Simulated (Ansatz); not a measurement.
Electronic density of states of amorphous Si₃₀N₄₁Sc, density 2.99 g/cm³, on a 2×2×2 Γ-centred mesh with a Gaussian width of 0.1 eV; energies count from the Fermi level, whose place inside the gap is arbitrary. Cell and mesh are small, so fine structure isn't converged. These are PBE, scalar-relativistic without spin-orbit coupling (plane waves to 420 eV, PAW; Ansatz, an electronic-structure program) values and carry that method's errors. Sampling: a 2×2×2 Γ-centred mesh; Fermi-Dirac width 0.02 eV; no spin polarisation. At PBE the levels at both edges of the gap are localised (band-tail or defect states), and the nearest spread-out levels lie 3.0 eV apart at the zone centre.

Preparation: random packing, a CHGNet melt and quench, and a DFT relaxation. N atoms were pushed apart under 1.9 Å during the dynamics, to hinder bonds among them. The hot cell started wider than the set density and was brought back towards it in steps. It is the lowest in DFT energy of 2 quenches. It is a model cell: composition and starting density were chosen by hand, and all elements were melted together. No dispersion term was used. Its density started from a set value of 2.98 and ended at 2.99 g/cm³. The simulated quench (nominally 300 K/ps over its main leg) is rapid and tends to freeze in more defects than a deposited or slowly cooled glass has. One small periodic cell is one sample of the glass; other quenches scatter about these values. The volume was held where the preparation left it and the shape relaxed, at a PBE pressure of -0.6 GPa (tension). Stress components on the final sampling reach 0.7 GPa.

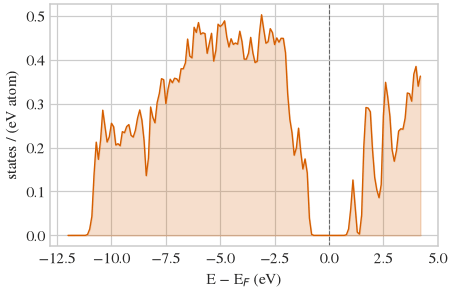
Density of states per atom

The gap between localised states on this mesh is 1.97 eV; the broadening fills part of it in the curve.
